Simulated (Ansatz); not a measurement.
```
Hf Ru
1.0
     7.19624    0.00000    0.00000
     0.00000    0.00000   -7.19624
     0.00000    7.19624    0.00000
Hf Ru
4 20
Direct
  0.50000 0.50000 0.00000
  0.00000 0.50000 0.50000
  0.00000 0.00000 0.00000
  0.50000 0.00000 0.50000
  0.12445 0.87555 0.37555
  0.62445 0.87555 0.87555
  0.62445 0.37555 0.37555
  0.12445 0.37555 0.87555
  0.37555 0.62445 0.37555
  0.87555 0.62445 0.87555
  0.87555 0.12445 0.37555
  0.37555 0.12445 0.87555
  0.37555 0.87555 0.12445
  0.87555 0.87555 0.62445
  0.87555 0.37555 0.12445
  0.37555 0.37555 0.62445
  0.12445 0.62445 0.12445
  0.62445 0.62445 0.62445
  0.62445 0.12445 0.12445
  0.12445 0.12445 0.62445
  0.75000 0.75000 0.25000
  0.25000 0.75000 0.75000
  0.25000 0.25000 0.25000
  0.75000 0.25000 0.75000
```

Space group F-43m; a structure generated by program, which may or may not match a known phase; computed without spin polarisation.

Computed with DFT PBE, scalar-relativistic, plane waves, PAW (Ansatz 0.2.0).

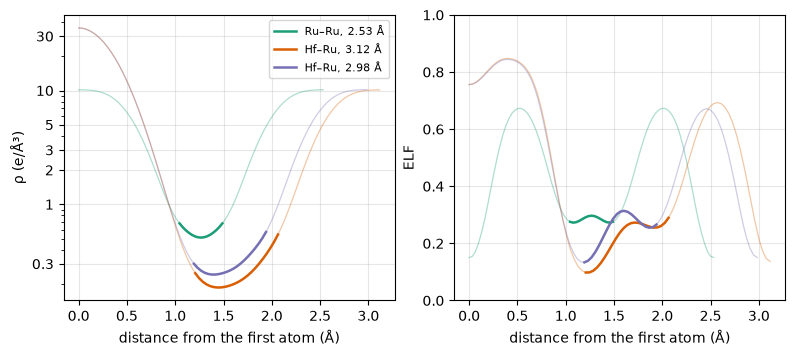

HfRu₅. Valence charge density (pseudo) and ELF along straight lines between neighbouring atoms. Thin, pale parts lie inside the atomic spheres.

In a PAW calculation such maps are meaningful between the atoms, not at the nuclei.

Q: Compare the contacts.

A: Ru–Ru (2.53 Å): the density is about 0.51 e/Å³ at the midpoint; the ELF is about 0.30 at the midpoint: no localised pair shows between them.
Hf–Ru (3.12 Å): ρ at the midpoint is about 0.19 e/Å³; the ELF is about 0.25 at the midpoint: no shared electron pair shows on this line.
Hf–Ru (2.98 Å): the density is about 0.25 e/Å³ at the midpoint; the ELF is about 0.30 at the midpoint (no shared electron pair shows on this line).
